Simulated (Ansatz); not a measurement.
**One shape, several levels: SnSe (SMILES [Se][Sn])**

Wanted: a comparison of 6 runs (BHLYP/STO-3G, CAM-B3LYP/STO-3G, UPBE0/STO-3G, wB97M-V/STO-3G, RPA@PBE/STO-3G, CCSD(T)/STO-3G) of SnSe. 

The results are computed with Ansatz 0.2.0.

53 further runs of the same task are left out: 14 that didn't finish, 39 set aside as unsound or not needed.

## 1. Starting point

SnSe has 2 atoms, charge 0, and is taken as a singlet. SMILES: `[Se][Sn]`. The Sn2–Se1 distance was set to 4.677 Å, away from the relaxed value.

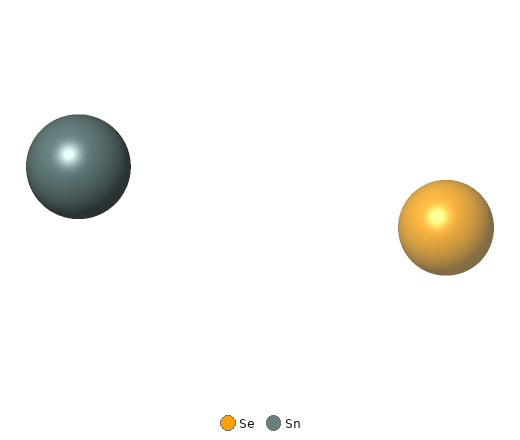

Viewed from a chosen angle; selenium orange, tin teal.

## 2. A single-point energy at BHLYP/STO-3G (run 1)

Contents of in.yaml:

```yaml
crystal:
  periodic: [false, false, false]
  atoms:
    - symbol: Se
      position_ang: [0.000000, 0.000000, -2.338360]
    - symbol: Sn
      position_ang: [0.000000, 0.000000, 2.338340]
basis:
  gaussian:
    orbitals: STO-3G
total_charge: 0
hamiltonian:
  xc: {name: BHLYP}
accuracy: high
```

Launch:

```bash
$ ansatz run in.yaml --threads 1 --pin off --max-ram 2610MiB --events-out events.jsonl --progress --plain --runs-dir runs
```

Standard output:

```text
Warning: RAYON_NUM_THREADS=1 ignored (pool sized by the plan → 1); use --threads N
Functional definition: BHLYP
  name "BHLYP"
  parameter a = 0.5
  exchange = (1 - a)*b88_x + a*exact_x
  correlation = lyp_c
647 factors; integrals over basis functions are off by at most 5.0e-9 eV
mean field evaluation 1: about -226929.2501 eV, gradient 6.1e0 eV
mean field evaluation 2: about -226820.4726 eV, gradient 1.8e1 eV
mean field evaluation 4: about -226821.6907 eV, gradient 2.2e1 eV
mean field evaluation 8: about -226947.6185 eV, gradient 2.6e0 eV
mean field evaluation 16: about -226947.7934 eV, gradient 2.7e-8 eV
mean field -226947.79344820 eV, -8340.1775784820 hartree, gradient 1.6e-8 eV, S^2 0.000000; 2 other end points of the search recorded, 0 dependent functions left out
reference -226947.79346970 eV, -8340.1775792720 hartree; 42, 42 occupied and 3, 3 virtual orbitals, 647 factors
Total energy: -226947.79346970 eV, -8340.1775792720 hartree
```

Wall time 2.8 s (1 thread of Arm Neoverse V1, shared host); peak memory 0.14 GiB.

## 3. A single-point energy at CAM-B3LYP/STO-3G (run 2)

Contents of run.yaml:

```yaml
crystal:
  periodic: [false, false, false]
  atoms:
    - {symbol: Se, position_ang: [0.000000, 0.000000, -2.338360]}
    - {symbol: Sn, position_ang: [0.000000, 0.000000, 2.338340]}
basis:
  gaussian: {orbitals: STO-3G}
hamiltonian: {xc: {name: CAM-B3LYP}}
accuracy: high
```

Launch:

```bash
$ ansatz run run.yaml --threads 1 --pin off --max-ram 2610MiB --events-out events.jsonl --progress --plain --runs-dir runs
```

Standard output:

```text
Warning: RAYON_NUM_THREADS=1 ignored (pool sized by the plan → 1); use --threads N
Functional definition: CAM-B3LYP
  name "CAM-B3LYP"
  parameter alpha = 0.19
  parameter beta = 0.46
  parameter omega = 0.33/bohr
  parameter ac = 0.81
  exchange = (1 - alpha - beta)*b88_x + beta*b88_x_sr(omega) + alpha*exact_x + beta*exact_x_lr(omega)
  correlation = (1 - ac)*vwn5_c + ac*lyp_c
647 factors; integrals over basis functions are off by at most 5.0e-9 eV
135 factors; integrals over basis functions are off by at most 1.1e-9 eV
mean field evaluation 1: about -226927.4878 eV, gradient 6.3e0 eV
mean field evaluation 2: about -226818.9959 eV, gradient 2.0e1 eV
mean field evaluation 4: about -226820.4918 eV, gradient 2.5e1 eV
mean field evaluation 8: about -226946.1506 eV, gradient 2.8e0 eV
mean field evaluation 16: about -226946.3270 eV, gradient 3.0e-8 eV
mean field -226946.32698088 eV, -8340.1236868017 hartree, gradient 2.8e-8 eV, S^2 0.000000; 2 other end points of the search recorded, 0 dependent functions left out
reference -226946.32699610 eV, -8340.1236873614 hartree; 42, 42 occupied and 3, 3 virtual orbitals, 647 factors
Total energy: -226946.32699610 eV, -8340.1236873614 hartree
```

Wall time 3.6 s (1 thread of Arm Neoverse V1, shared host); peak memory 0.16 GiB.

## 4. A single-point energy at UPBE0/STO-3G (run 3)

Contents of input.yaml:

```yaml
crystal:
  periodic: [false, false, false]
  atoms:
    - {symbol: Se, position_ang: [0.000000, 0.000000, -2.338360]}
    - {symbol: Sn, position_ang: [0.000000, 0.000000, 2.338340]}
basis:
  gaussian: {orbitals: STO-3G}
magnetization: {spin_polarized: true}
hamiltonian: {xc: pbe0}
accuracy: high
```

Launch:

```bash
$ ansatz run input.yaml --threads 1 --pin off --max-ram 2610MiB --events-out events.jsonl --progress --plain --runs-dir runs
```

Standard output:

```text
Warning: RAYON_NUM_THREADS=1 ignored (pool sized by the plan → 1); use --threads N
Functional definition: PBE0
  name "PBE0"
  parameter a = 0.25
  parameter kappa = 0.804
  parameter beta = 0.06672455060314922
  exchange = (1 - a)*pbe_x(kappa = kappa, mu = beta*pi^2/3) + a*exact_x
  correlation = pbe_c(beta = beta)
647 factors; integrals over basis functions are off by at most 5.0e-9 eV
mean field evaluation 1: about -226907.5187 eV, gradient 4.6e0 eV
mean field evaluation 2: about -226798.9949 eV, gradient 1.4e1 eV
mean field evaluation 4: about -226908.0832 eV, gradient 7.7e0 eV
mean field evaluation 8: about -226908.0829 eV, gradient 7.7e0 eV
mean field evaluation 16: about -226926.3821 eV, gradient 3.7e-1 eV
mean field evaluation 32: about -226929.2304 eV, gradient 1.1e-2 eV
mean field evaluation 64: about -226926.3870 eV, gradient 2.0e-4 eV
mean field evaluation 96: about -226929.2304 eV, gradient 1.9e-9 eV
mean field evaluation 128: about -226929.2300 eV, gradient 6.6e-2 eV
mean field evaluation 160: about -226929.2268 eV, gradient 1.1e-2 eV
mean field -226929.23041439 eV, -8339.4953995719 hartree, gradient 5.4e-8 eV, S^2 1.881353; 10 other end points of the search recorded, 0 dependent functions left out
reference -226929.23041608 eV, -8339.4953996340 hartree; 42, 42 occupied and 3, 3 virtual orbitals, 647 factors
Total energy: -226929.23041608 eV, -8339.4953996340 hartree
```

It took 31 s on 1 thread of Arm Neoverse V1, shared host; peak memory 0.23 GiB.

Runs 4 to 5 aren't shown in full; the table further down has their settings and results.

## 5. A single-point energy at CCSD(T)/STO-3G (run 6)

run.yaml: that of step 3 with these lines changed.

```diff
@@ -6,4 +6,9 @@
 basis:
-  gaussian: {orbitals: STO-3G}
-hamiltonian: {xc: {name: CAM-B3LYP}}
+  gaussian:
+    orbitals: STO-3G
+correlation:
+  method: ccsd_t
+  frozen_orbitals: {Se: 9, Sn: 18}
 accuracy: high
+scf:
+  omitted_lower_state_checks: [cluster_reference, increment]
```

Launch:

```bash
$ ansatz run run.yaml --threads 1 --pin off --max-ram 2610MiB --events-out events.jsonl --progress --plain --runs-dir runs
```

Standard output:

```text
Warning: RAYON_NUM_THREADS=1 ignored (pool sized by the plan → 1); use --threads N
[... 18 lines left out ...]
27 core orbitals not correlated: weight in the atoms' cores, before any rotation towards them, 1.000 or more for the frozen orbitals, at most 0.000 for the correlated occupied ones
[... 202 lines left out ...]
Total energy: -226851.47488322 eV, -8336.6379365059 hartree
Checks for a lower state left out: cluster_reference, increment
```

Wall time 6.3 s (1 thread of Arm Neoverse V1, shared host); peak memory 0.11 GiB.

## 6. All runs side by side

```
run             level  frozen core orbitals   energy (Eh)  wall time
  1      BHLYP/STO-3G                     –  -8340.177579      2.8 s
  2  CAM-B3LYP/STO-3G                     –  -8340.123687      3.6 s
  3      UPBE0/STO-3G                     –  -8339.495400       31 s
  4    wB97M-V/STO-3G                     –  -8340.085894       30 s
  5    RPA@PBE/STO-3G                    27  -8336.810531       18 s
  6    CCSD(T)/STO-3G                    27  -8336.637937      6.3 s
```

## 7. Outcome

```
                                           quantity           value
                                run 6: total energy  -8336.63794 Eh
run 6: correlation energy (27 core orbitals frozen)       -60.7 mEh
                              run 6: (T) correction       -0.24 mEh
                               run 6: T1 diagnostic           0.013
```

What this shows: Totals of different functionals can't be ranked against each other. In runs 5, 6 the log says that unrestricted orbitals would lower the reference, so the values rest on an unstable closed-shell determinant (other closed-shell runs at this shape may share the fault). In runs 1, 2, 3, 4, 5, 6 the basis is minimal, so the values are rough. In runs 1, 2, 4, 5, 6 a closed-shell determinant meets a far-stretched bond, which it describes badly. In runs 1, 2, 3, 4, 5, 6 relativity is left out where basis or elements ask for it. Spin contamination of the reference: run 3 ⟨S²⟩ = 1.88. Where it is this large, the reference is a mixture of spin states, and values that rest on it are in doubt. All runs together took 91 s, the longest 31 s.
